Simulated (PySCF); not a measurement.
**CH5BN2 (SMILES N#C[BH2-][NH3+]): MP2/aug-cc-pVDZ**

Aim: the vertical singlet–triplet gap of CH5BN2 at MP2/aug-cc-pVDZ, from 2 runs. The job is set up through a Python script.

The calculation is run with PySCF 2.14.0.

## Step 1: Starting point

CH5BN2: 9 atoms, total charge 0, spin state singlet. As SMILES, `N#C[BH2-][NH3+]`. The shape is that of a GFN2-xTB optimisation.

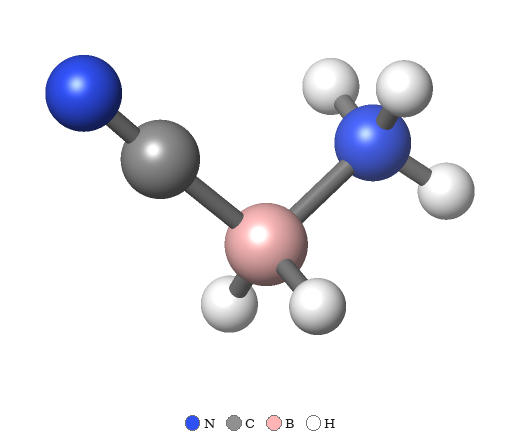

Viewed from a chosen angle; nitrogen blue, carbon grey, boron pink, hydrogen white.

## Step 2: The energy at MP2/aug-cc-pVDZ

File start.xyz:

```xyz
9

N      2.091020    -1.138890    -1.100720
C      1.358000    -0.360970    -0.676530
B      0.336910     0.649520    -0.093730
N     -0.927070    -0.289700     0.408360
H     -0.087930     1.383130    -0.929170
H      0.760870     1.203100     0.870780
H     -0.589240    -0.946050     1.105580
H     -1.291650    -0.800160    -0.390120
H     -1.650910     0.300020     0.805560
```

File input.py:

```python
from pyscf import gto, mp

mol = gto.M(
    atom='start.xyz',
    max_memory=1860,
    basis='aug-cc-pvdz',
    spin=0,
    charge=0,
    verbose=3,
)

mf = mol.RHF()
mf.conv_tol = 1e-10
mf.kernel()
if not mf.converged:
    mf = mf.newton().run(mf.mo_coeff, mf.mo_occ)

pt = mp.MP2(mf, frozen=4).run()
e_final = pt.e_tot
print('E = %.10f Eh' % e_final)
```

Launch:

```bash
$ OMP_NUM_THREADS=1 python input.py
```

Output:

```text
converged SCF energy = -174.407241191723
E(RMP2) = -174.988327697202  E_corr = -0.581086505478521
E(SCS-RMP2) = -174.981437351197  E_corr = -0.574196159473922
E = -174.9883276972 Eh
```

Run time: 6 s. Hardware: 1 thread of Arm Neoverse V2, shared host; peak memory 0.56 GiB.

## Step 3: The triplet

File calc.py:

```python
from pyscf import gto, mp

system = gto.M(
    atom=[
    ('N', (2.091020, -1.138890, -1.100720)),
    ('C', (1.358000, -0.360970, -0.676530)),
    ('B', (0.336910, 0.649520, -0.093730)),
    ('N', (-0.927070, -0.289700, 0.408360)),
    ('H', (-0.087930, 1.383130, -0.929170)),
    ('H', (0.760870, 1.203100, 0.870780)),
    ('H', (-0.589240, -0.946050, 1.105580)),
    ('H', (-1.291650, -0.800160, -0.390120)),
    ('H', (-1.650910, 0.300020, 0.805560)),
],
    spin=2,
    max_memory=1860,
    verbose=4,
    basis='aug-cc-pvdz',
)

mf = system.UHF()
mf.conv_tol = 1e-10
mf.kernel()
if not mf.converged:
    mf = mf.newton().run(mf.mo_coeff, mf.mo_occ)

pt = mp.MP2(mf, frozen=4).run()
etot = pt.e_tot
print('E(%s) = %.9f' % ('MP2', etot))
```

Launch:

```bash
$ OMP_NUM_THREADS=1 python calc.py
```

Output:

```text
PySCF version 2.14.0

[INPUT] num. atoms = 9
[INPUT] num. electrons = 30
[INPUT] charge = 0
[INPUT] spin (= nelec alpha-beta = 2S) = 2
[INPUT] symmetry False subgroup None
[INPUT] Mole.unit = angstrom
[INPUT] Symbol           X                Y                Z      unit          X                Y                Z       unit  Magmom
[INPUT]  1 N      2.091020000000  -1.138890000000  -1.100720000000 AA    3.951455120988  -2.152190186006  -2.080059339831 Bohr   0.0
[INPUT]  2 C      1.358000000000  -0.360970000000  -0.676530000000 AA    2.566248077159  -0.682134439184  -1.278456415052 Bohr   0.0
[INPUT]  3 B      0.336910000000   0.649520000000  -0.093730000000 AA    0.636667628627   1.227414912427  -0.177124029655 Bohr   0.0
[INPUT]  4 N     -0.927070000000  -0.289700000000   0.408360000000 AA   -1.751908398301  -0.547453658286   0.771688560227 Bohr   0.0
[INPUT]  5 H     -0.087930000000   1.383130000000  -0.929170000000 AA   -0.166163618133   2.613736894670  -1.755876823162 Bohr   0.0
[INPUT]  6 H      0.760870000000   1.203100000000   0.870780000000 AA    1.437835916398   2.273529500464   1.645535714749 Bohr   0.0
[INPUT]  7 H     -0.589240000000  -0.946050000000   1.105580000000 AA   -1.113502221639  -1.787775400145   2.089243408797 Bohr   0.0
[INPUT]  8 H     -1.291650000000  -0.800160000000  -0.390120000000 AA   -2.440864748794  -1.512083255832  -0.737219955715 Bohr   0.0
[INPUT]  9 H     -1.650910000000   0.300020000000   0.805560000000 AA   -3.119767756306   0.566955631892   1.522287776905 Bohr   0.0

nuclear repulsion = 99.7180089029977
number of shells = 57
number of NR pGTOs = 195
number of NR cGTOs = 137
basis = aug-cc-pvdz
ecp = {}

******** <class 'pyscf.scf.uhf.UHF'> ********
method = UHF
initial guess = minao
damping factor = 0
level_shift factor = 0
DIIS = <class 'pyscf.scf.diis.CDIIS'>
diis_start_cycle = 1
diis_space = 8
diis_damp = 0
SCF conv_tol = 1e-10
SCF conv_tol_grad = None
SCF max_cycles = 50
direct_scf = True
direct_scf_tol = 1e-13
number electrons alpha = 16  beta = 14
Set gradient conv threshold to 1e-05
init E= -174.856385342459
[... the frontier-level lines of each cycle are left out ...]


cycle= 1 E= -174.049804758739  delta_E= 0.807  |g|= 0.338  |ddm|= 50.6


cycle= 2 E= -174.122492437734  delta_E= -0.0727  |g|= 0.238  |ddm|= 36.2


cycle= 3 E= -174.149924915752  delta_E= -0.0274  |g|= 0.0638  |ddm|= 3.54


cycle= 4 E= -174.155912242887  delta_E= -0.00599  |g|= 0.0323  |ddm|= 4.61


cycle= 5 E= -174.158144236317  delta_E= -0.00223  |g|= 0.0217  |ddm|=  1.4


cycle= 6 E= -174.160163808287  delta_E= -0.00202  |g|= 0.0173  |ddm|= 0.696


cycle= 7 E= -174.161922073818  delta_E= -0.00176  |g|= 0.015  |ddm|= 0.235


cycle= 8 E= -174.163289041953  delta_E= -0.00137  |g|= 0.0143  |ddm|= 0.191


cycle= 9 E= -174.165361759275  delta_E= -0.00207  |g|= 0.0138  |ddm|= 0.26


cycle= 10 E= -174.167654493828  delta_E= -0.00229  |g|= 0.0117  |ddm|= 0.484


[... cycles 11 to 40 left out ...]
cycle= 41 E= -174.171710336577  delta_E= -0.000178  |g|= 0.0158  |ddm|= 0.0495
cycle= 42 E= -174.171181708237  delta_E= 0.000529  |g|= 0.0203  |ddm|= 0.172
cycle= 43 E= -174.170942589869  delta_E= 0.000239  |g|= 0.0224  |ddm|= 0.0647
cycle= 44 E= -174.170103137874  delta_E= 0.000839  |g|= 0.0293  |ddm|= 0.293
cycle= 45 E= -174.172670351628  delta_E= -0.00257  |g|= 0.011  |ddm|= 0.786
cycle= 46 E= -174.173728229843  delta_E= -0.00106  |g|= 0.011  |ddm|= 0.407
cycle= 47 E= -174.171933967679  delta_E= 0.00179  |g|= 0.0123  |ddm|= 0.685


cycle= 48 E= -174.170589989983  delta_E= 0.00134  |g|= 0.0175  |ddm|= 0.555
cycle= 49 E= -174.17176609719  delta_E= -0.00118  |g|= 0.0147  |ddm|= 0.547
cycle= 50 E= -174.172248020779  delta_E= -0.000482  |g|= 0.0145  |ddm|= 0.246
SCF not converged.
SCF energy = -174.172248020779 after 50 cycles  <S^2> = 2.0244795  2S+1 = 3.0162755

******** <class 'pyscf.soscf.newton_ah.SecondOrderUHF'> ********
method = SecondOrderUHF
initial guess = minao
damping factor = 0
level_shift factor = 0
DIIS = <class 'pyscf.scf.diis.CDIIS'>
diis_start_cycle = 1
diis_space = 8
diis_damp = 0
SCF conv_tol = 1e-10
SCF conv_tol_grad = None
SCF max_cycles = 50
direct_scf = True
direct_scf_tol = 1e-13
number electrons alpha = 16  beta = 14
******** <class 'pyscf.scf.uhf.UHF'> Newton solver flags ********
SCF tol = 1e-10
conv_tol_grad = None
max. SCF cycles = 50
direct_scf = True
direct_scf_tol = 1e-13
max_cycle_inner = 12
max_stepsize = 0.05
ah_start_tol = 1e+09
ah_level_shift = 0
ah_conv_tol = 1e-12
ah_lindep = 1e-14
ah_start_cycle = 1
ah_max_cycle = 40
ah_grad_trust_region = 2.5
kf_interval = 4
kf_trust_region = 5
canonicalization = True
Set conv_tol_grad to 1e-05
Initial guess E= -174.172248020779  |g|= 0.014496
macro= 0  E= -174.19667946496  delta_E= -0.0244314  |g|= 0.0508564  4 KF 22 JK
macro= 1  E= -174.204972294387  delta_E= -0.00829283  |g|= 0.014684  3 KF 14 JK
macro= 2  E= -174.206246986731  delta_E= -0.00127469  |g|= 0.0234471  2 KF 6 JK
macro= 3  E= -174.206820897529  delta_E= -0.000573911  |g|= 0.00935988  2 KF 8 JK
macro= 4  E= -174.206957386311  delta_E= -0.000136489  |g|= 0.00109261  4 KF 18 JK
macro= 5  E= -174.206957829043  delta_E= -4.42732e-07  |g|= 6.83588e-06  3 KF 17 JK
macro= 6  E= -174.206957829044  delta_E= -1.59162e-12  |g|= 3.95914e-06  1 KF 2 JK
Canonicalize SCF orbitals
macro X = 7  E=-174.206957829044  |g|= 3.95914e-06  total 20 KF 95 JK
converged SCF energy = -174.206957829044  <S^2> = 2.0166645  2S+1 = 3.0110891

******** <class 'pyscf.mp.ump2.UMP2'> ********
nocc = (np.int64(12), np.int64(10)), nmo = (133, 133)
frozen orbitals 4
E(UMP2) = -174.722770774766  E_corr = -0.515812945721073
E(SCS-UMP2) = -174.718762513191  E_corr = -0.511804684146142
E_corr(same-spin) = -0.123658673906706
E_corr(oppo-spin) = -0.392154271814366
E(MP2) = -174.722770775
```

Wall time 58 s (1 thread of Arm Neoverse V2, shared host); peak memory 0.59 GiB.

## Step 4: Summary of results

Level: MP2/aug-cc-pVDZ, 4 core orbitals frozen.

| quantity | value |
| --- | --- |
| singlet: total energy | -174.98833 Eh |
| singlet: dipole moment (Hartree–Fock density) | 7.47 D |
| singlet: HOMO energy (Hartree–Fock orbitals) | -11.35 eV |
| singlet: LUMO energy (Hartree–Fock orbitals) | 0.26 eV |
| singlet: HOMO–LUMO gap (Hartree–Fock orbitals) | 11.61 eV |
| singlet: correlation energy (4 core orbitals frozen) | -581.1 mEh |
| triplet: total energy | -174.72277 Eh |
| triplet: dipole moment (Hartree–Fock density) | 6.24 D |
| triplet: HOMO energy (Hartree–Fock orbitals) (highest over α and β) | -6.01 eV |
| triplet: LUMO energy (Hartree–Fock orbitals) (lowest over α and β) | 0.06 eV |
| triplet: correlation energy (4 core orbitals frozen) | -515.8 mEh |
| triplet: ⟨S²⟩ of the reference determinant | 2.017 |
| vertical energy of the triplet above the singlet | 7.226 eV |

In words: At this shape the triplet lies 7.23 eV (697 kJ/mol) above the singlet. Mulliken charges (singlet) of the mean-field density run from -0.50 on N1 to +0.24 on H5; in a basis this large or diffuse they mean little. Mulliken charges (triplet) of the mean-field density run from -0.49 on N1 to +0.27 on H5; in a basis this large or diffuse they mean little.
